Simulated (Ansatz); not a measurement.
**Loss of H2: C2H6ClGa → C2H4ClGa + H2**

Species: C2H6ClGa `C[CH2][GaH][Cl]`, singlet; C2H4ClGa `C=[CH][GaH][Cl]`, singlet; H2 (hydrogen), singlet. 

Shapes, held fixed at every level: PBE0-D4/def2-TZVP. Flexible molecules stand in one conformer, not always the lowest. Programs: Ansatz 0.2.0. The zero-point and thermal change to 298 K, harmonic and unscaled (PBE0-D4/def2-TZVP), is -26.3 kJ/mol.

| level | kind | ΔH(298 K) (kJ/mol) | less CCSD(T)/def2-TZVPP |
| --- | --- | --- | --- |
| HF/def2-SVP | Hartree–Fock | +128.2 | +6.9 |
| PBE-D4/def2-TZVPP | GGA | +130.3 | +9.0 |
| BHLYP-D4/def2-TZVPP | global hybrid | +130.8 | +9.5 |
| wB97M-V/def2-TZVPP | range-separated hybrid | +128.5 | +7.2 |
| CCSD/def2-SVP | coupled cluster or CI | +132.0 | +10.7 |
| CCSD/def2-TZVPP | coupled cluster or CI | +125.1 | +3.8 |
| CCSD(T)/def2-TZVPP | coupled cluster or CI | +121.3 | 0.0 |

The highest level, CCSD(T)/def2-TZVPP, gives ΔH(298 K) = +121.3 kJ/mol; the levels span +121.3 to +132.0. The column of differences is taken from that level and isn't an error. No measured value is set beside it here. Relativity is left out for Ga unless named. Correlated rows may include outer-core shells of Ga, which these sets cover unevenly.

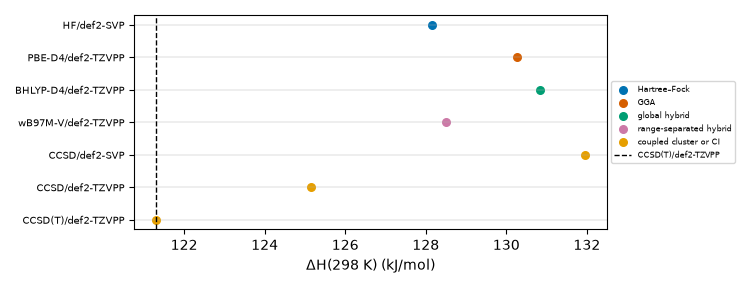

The values of the table, level by level.
